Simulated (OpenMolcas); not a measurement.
**A ladder of methods for C2F6 (hexafluoroethane)**

C2F6: 8 atoms, total charge 0, spin state singlet. SMILES: `FC(F)(F)C(F)(F)F`. The shape is that of a PBE0-D4/def2-TZVP optimisation.

Each level gives the HOMO–LUMO gap (eV). The values are calculated.

| level | kind | program | value (eV) |
| --- | --- | --- | --- |
| BLYP/6-31G* (spherical functions) | GGA | OpenMolcas | 10.52 |
| PBE/6-31G* (spherical functions) | GGA | OpenMolcas | 10.44 |
| revPBE/6-31G* (spherical functions) | GGA | OpenMolcas | 10.51 |
| TPSS/6-31G* (spherical functions) | meta-GGA | OpenMolcas | 10.83 |
| r2SCAN/6-31G* (spherical functions) | meta-GGA | OpenMolcas | 11.38 |
| B3LYP/6-31G* (spherical functions) | global hybrid | OpenMolcas | 13.15 |
| PBE0/6-31G* (spherical functions) | global hybrid | OpenMolcas | 13.74 |
| B3LYP/6-31G* (Cartesian functions) | global hybrid | OpenMolcas | 13.15 |

The values span 10.44 to 13.74 eV. Orbital gaps aren't excitation energies; they tend to grow with the share of exact exchange.

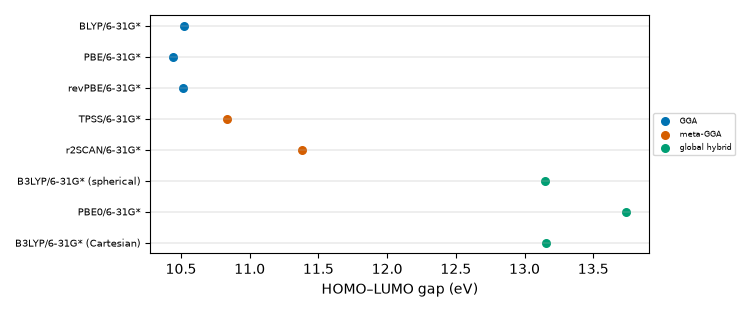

The values of the table, level by level.
